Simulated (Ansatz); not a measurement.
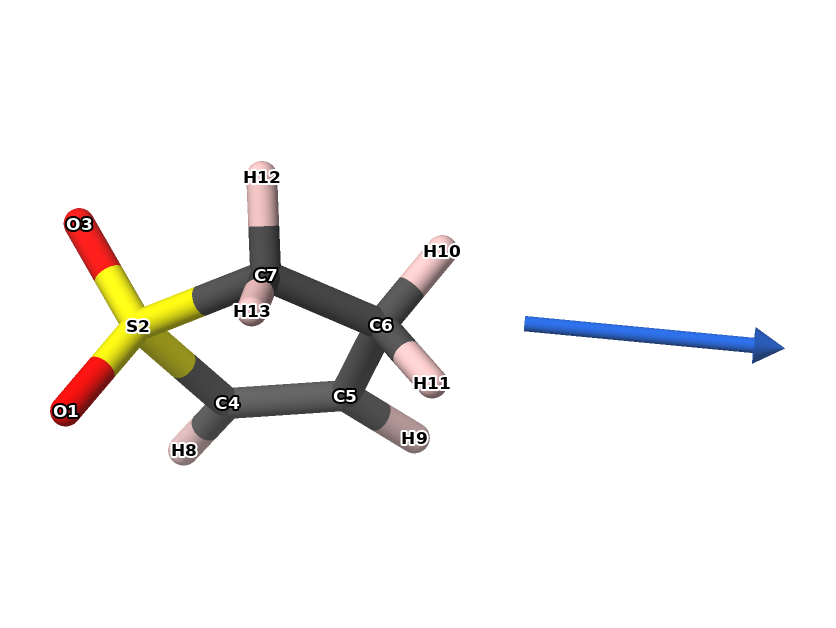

The arrow beside the molecule shows the direction of the dipole moment, from the negative to the positive end (its length means nothing). The computed geometry is a stationary point of PBE0-D4/def2-TZVP, a saddle point of order 1. Level of theory: RKS B3LYP-D4/def2-TZVPP (Ansatz 0.2.0).

### Estimate the dipole moment.

5.34 D; it points from the side of O1, O3 to the side of H9, H10, H11 (the outermost atoms at the two ends).
